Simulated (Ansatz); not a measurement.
## Electronic structure of BGeH$_{5}$O (SMILES B[O][GeH3]) in real space

Input

```
crystal:
  periodic: [false, false, false]
  atoms:
    - {symbol: B, position_ang: [-0.691845, 0.952389, -1.037789]}
    - {symbol: O, position_ang: [0.381893, 0.712563, -0.271604]}
    - {symbol: Ge, position_ang: [0.625500, -0.707864, 0.802713]}
    - {symbol: H, position_ang: [-1.623152, 0.183840, -1.057126]}
    - {symbol: H, position_ang: [-0.695257, 1.953572, -1.701358]}
    - {symbol: H, position_ang: [0.819265, -0.140332, 2.213202]}
    - {symbol: H, position_ang: [1.892096, -1.406666, 0.296165]}
    - {symbol: H, position_ang: [-0.616301, -1.604603, 0.699995]}
basis:
  gaussian: {orbitals: def2-TZVPP}
hamiltonian: {xc: pbe0, dispersion: d4}
output: {orbitals: {seedname: orbitals}}
```

Command:

```sh
ansatz run in.yaml --threads 2 --pin off --events-out ev --progress --plain --max-ram 4352MiB
```

Geometry: PBE0-D4/def2-TZVP.

The calculation used RKS PBE0-D4/def2-TZVPP (Ansatz 0.2.0).

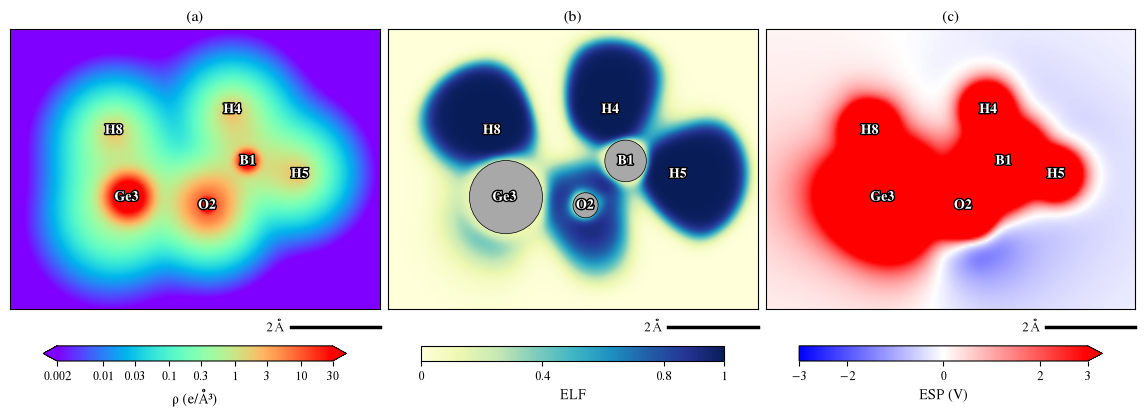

Figure 1. (a) electron density; (b) electron localisation function; (c) molecular electrostatic potential on the plane of atoms B1, O2 and Ge3. Grey discs cover the atomic cores in the ELF map.

Interpret the plot.

Answer. The plane passes through B, O, Ge and H nuclei. B–O (1.34 Å): the density is about 2.2 e/Å³ at the midpoint; the ELF peaks at about 0.90 between the atoms, as expected for a polar covalent bond. Ge–O (1.80 Å): ρ is about 0.95 e/Å³ halfway; the ELF peaks at about 0.85 in the valence shell of O, 0.6 Å from its nucleus, and is about 0.35 at the midpoint. B–H (1.20 Å): ρ is about 1.3 e/Å³ halfway; the ELF climbs to about 1 towards the hydrogen, as it does in any bond to H (a covalent bond by its length). Ge–H (1.54 Å): ρ is about 1.1 e/Å³ halfway; the ELF climbs to about 1 towards the hydrogen. The ELF also peaks beside O2, away from the bonds: lone-pair regions. Outside the dense part of the molecule the potential is most negative (−1.5 V) near O2.

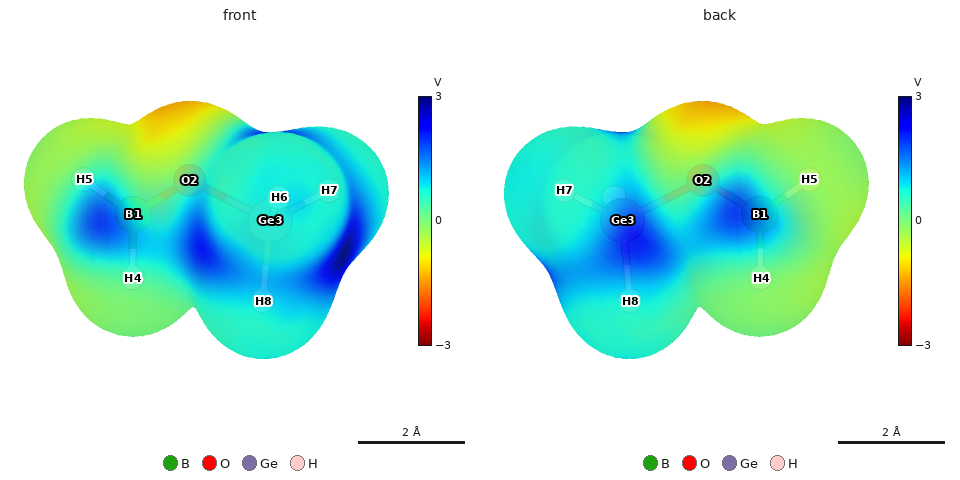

Figure 2. The electrostatic potential painted on the density surface at 0.004 e/bohr³, seen from the front and from behind; the colour scale runs from red (negative) to blue (positive).

Which sites attract a positive test charge, and which a negative one?

Answer. A positive charge is drawn to the negative regions and a negative charge to the positive ones. The most negative region (about −1.3 V) lies over O2, the most positive (about +2.7 V) over Ge3. O2 is the likeliest acceptor of a hydrogen bond.

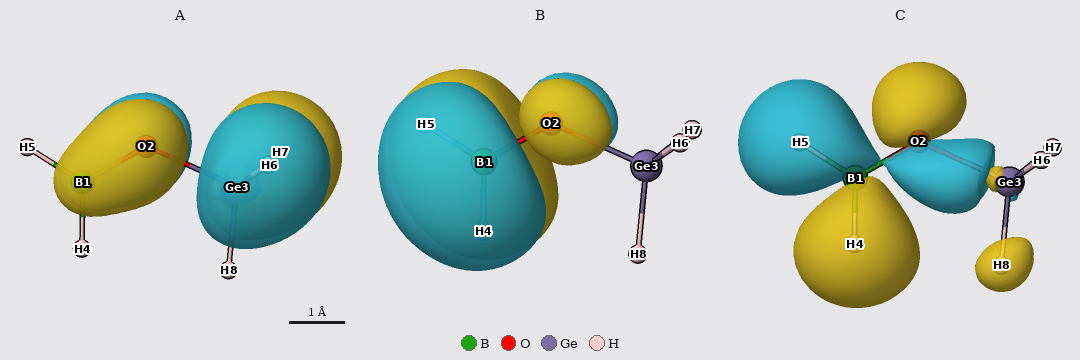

Figure 3. Three frontier orbitals at ±0.08 Å⁻³ᐟ² (yellow and cyan are the two phases), in no order.

Order the three orbitals by energy and name them.

Answer. A is the HOMO−1 (−9.47 eV). It lies mainly on O2 (about 30 %), Ge3 (about 25 %), H7 (about 20 %), H6 (about 20 %) and B1 (about 5 %). C is the HOMO (−8.15 eV). It lies mainly on O2 (about 30 %), B1 (about 25 %), H4 (about 20 %) and H5 (about 20 %). B is the LUMO (−0.32 eV). By Hirshfeld shares it lies mainly on B1 (about 65 %), O2 (about 15 %), H5 (about 10 %) and H4 (about 10 %).

What is the HOMO–LUMO gap?

Answer. 7.83 eV between the orbital energies.
